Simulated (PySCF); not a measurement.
Te(Me)(iPr), SMILES [Te](C)C(C)C at its GFN2-xTB optimised geometry (Å):

```
15

Te    -0.6273    -1.4219     0.0000
C      1.5376    -1.4219     0.0000
H      1.9178    -0.8935    -0.8652
H      1.8628    -2.4529    -0.0434
H      1.9196    -0.9675     0.9056
C     -0.8400     0.7605     0.0000
C     -0.2905     1.3707    -1.2741
C     -0.2054     1.3786     1.2297
H     -1.9196     0.9107     0.0359
H     -0.4690     2.4462    -1.2828
H      0.7834     1.2102    -1.3452
H     -0.7657     0.9384    -2.1523
H     -0.6133     0.9462     2.1411
H     -0.3905     2.4529     1.2480
H      0.8719     1.2256     1.2235
```

Computed with PBE0/def2-TZVP, def2 effective core potentials past Kr run with PySCF. The core electrons that the potentials of Te replace are not part of the density. Cells within 0.4 Å of a nucleus heavier than hydrogen are left out (blank, or x).

Map of the electrostatic potential (hartree/e), clipped to [-0.08, 0.12] on the plane z = 0.0 Å:

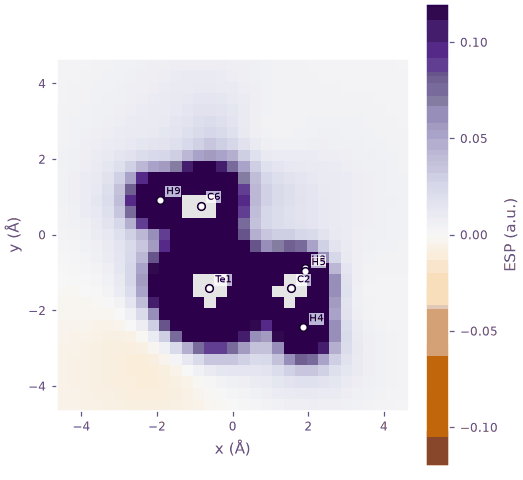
Figure: Electrostatic potential (hartree/e), clipped to [-0.08, 0.12] on the plane z = 0.0 Å.
